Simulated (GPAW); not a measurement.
# SiNH4O (SMILES N[SiH]O) at UPBE/dzp (scalar-relativistic datasets)

Wanted: energy and one-electron properties of SiNH4O. The job is set up through an ASE script.

The results are computed with GPAW 26.7.0.

3 further runs of the same task are left out: 3 set aside as unsound or not needed. Runs told in other sessions of the task aren't counted.

**1. The molecule**

SiNH4O: 7 atoms, total charge 0, spin state doublet. SMILES: `N[SiH]O`. The shape is that of a PBE0-D4/def2-TZVP optimisation. This is one conformer, not always the lowest.

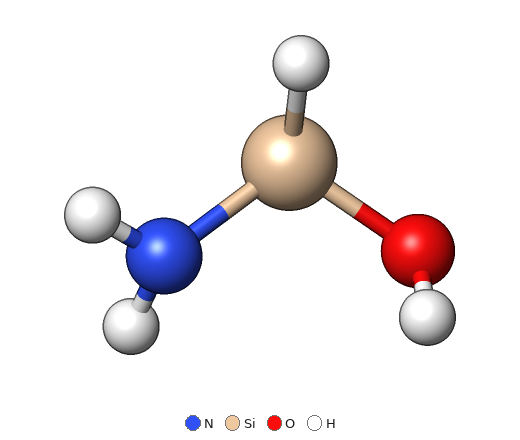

Viewed from a chosen angle; nitrogen blue, silicon light orange, oxygen red, hydrogen white.

**2. Energy and one-electron properties at UPBE/dzp (scalar-relativistic datasets)**

calc.py reads:

```python
import numpy as np
from ase import Atoms
from ase.units import Debye
from gpaw import GPAW

# Geometry
molecule = Atoms("NSiOHHHH",
    positions=[[ -0.694900,   0.548300,  -0.575200],
               [  0.293100,   0.159000,   0.781300],
               [  1.622900,  -0.672400,   0.270300],
               [ -0.355900,   1.168100,  -1.294800],
               [ -1.685800,   0.673200,  -0.432900],
               [ -0.599100,  -0.661900,   1.664700],
               [  1.480900,  -1.282400,  -0.459000]])
molecule.center(vacuum=4.5)
molecule.set_initial_magnetic_moments([0.333333, 0.333333, 0.333333, 0.0, 0.0, 0.0, 0.0])

# Calculator
dft = GPAW(mode="lcao",
           occupations={"name": "fermi-dirac", "width": 0.0, "fixmagmom": True},
           maxiter=150,
           xc="PBE",
           basis="dzp",
           h=0.18,
           symmetry="off",
           txt="-")
molecule.calc = dft

energy = molecule.get_potential_energy()
print(f"Energy                  {energy:.5f} eV")
forces = molecule.get_forces()
print("Forces (eV/Ang)")
for symbol, f in zip(molecule.symbols, forces):
    print(f'{symbol:2} {f[0]:9.4f} {f[1]:9.4f} {f[2]:9.4f}')
dipole = molecule.get_dipole_moment() / Debye
print(f"Dipole = {np.linalg.norm(dipole):.3f} D")
print("Moments:", molecule.get_magnetic_moments().round(3))
```

The run is started by

```console
$ python3 calc.py
```

The program printed:

```text
[...]
Number of symmetries: 1
[...]
  Number of IBZ points: 1
[...]
basis functions: 59
Spin-components: 2 (collinear spins)
Bands:           16
[...]
  Valence electrons: 19.0
[...]
  Grid points: [68 64 68]
  Charge: 0.0  # |e|
[...]
    cutoffs:
[...]
occupation numbers:
  Fixed magnetic moment: 1.000
[...]
xc functional:
  name: PBE with 2 nearest neighbor stencil
[...]
|iter     |     time |      energy | eigst |  dens |  magmom |
[...]
|iter:   1| 00:00:15 |  -35.282194 |      c|       |  +0.9989|
[...]
|iter:  11| 00:00:48 |  -32.916320c|      c| -4.54c|  +1.0000|
Converged in 11 steps
[...]
Energy contributions relative to reference atoms: (reference = -11458.878705)
Energy contributions:
  Kinetic:          34.760093
  Coulomb:         -34.142860
  Zero:              0.373424
  External:          0.000000
  Xc:              -33.906976
  Entropy:           0.000000
  Spinorbit:         0.000000
  ----------------------------
  Free energy:     -32.916320
  Extrapolated:    -32.916320
dipole moment: (-0.299598, 0.069211, -0.367523)  # |e|*Ang
Total magnetic moment: (0.000000, 0.000000, 0.999995)
Local magnetic moments
|        x |        y |        z |
|----------|----------|----------|
| 0.000000 | 0.000000 | 0.053223 |  # N    0
| 0.000000 | 0.000000 | 0.258393 |  # Si   1
| 0.000000 | 0.000000 | 0.027921 |  # O    2
| 0.000000 | 0.000000 | 0.000438 |  # H    3
| 0.000000 | 0.000000 | 0.000021 |  # H    4
| 0.000000 | 0.000000 | 0.029090 |  # H    5
| 0.000000 | 0.000000 | 0.007903 |  # H    6
Fermi levels: -3.990, -2.304
Eigenvalues  # (at kpt = [0.000, 0.000, 0.000])
| band index |      eig [eV] | occ [0-1] |      eig [eV] | occ [0-1] |
|------------|---------------|-----------|---------------|-----------|
|          0 |       -24.741 |     1.000 |       -24.669 |     1.000 |
|          1 |       -21.219 |     1.000 |       -21.071 |     1.000 |
|          2 |       -13.554 |     1.000 |       -13.306 |     1.000 |
|          3 |       -12.263 |     1.000 |       -12.195 |     1.000 |
|          4 |       -11.589 |     1.000 |       -11.477 |     1.000 |
|          5 |        -9.128 |     1.000 |        -8.904 |     1.000 |
|          6 |        -8.338 |     1.000 |        -8.213 |     1.000 |
|          7 |        -7.353 |     1.000 |        -7.160 |     1.000 |
|          8 |        -6.729 |     1.000 |        -6.412 |     1.000 |
|          9 |        -3.990 |     1.000 |        -2.304 |     0.000 |
|         10 |         0.664 |     0.000 |         0.997 |     0.000 |
|         11 |         0.941 |     0.000 |         1.221 |     0.000 |
[...]
Gap: 2.422 eV
Transition (v -> c):
[...]
Forces (eV/Ang)
N     0.1725   -0.7386    0.0284
Si   -0.2359    0.7121    0.7087
O     1.1843    0.1702    0.5922
H     0.3565    0.6443   -0.6923
H    -0.9935    0.1681    0.1666
H    -0.3155   -0.2171    0.2194
H    -0.2217   -0.7810   -0.9562
Dipole = 2.302 D
Moments: [0.053 0.258 0.028 0.    0.    0.029 0.008]
```

It took 50 s on 1 thread of Intel Xeon Platinum 8259CL at 2.50GHz (Skylake/Cascade Lake), shared host; peak memory 1 GiB.

**3. What came out**

Level: UPBE/dzp (scalar-relativistic datasets).

| quantity | value |
| --- | --- |
| energy as printed (from the program's reference atoms) | -32.9163 eV |
| dipole moment | 2.30 D |
| HOMO energy (highest over α and β) | -3.99 eV |
| LUMO energy (lowest over α and β) | -2.30 eV |
| largest force on an atom | 1.335 eV/Å |

What this shows: The largest force is 1.34 eV/Å: the shape isn't a stationary point for this species at this level.
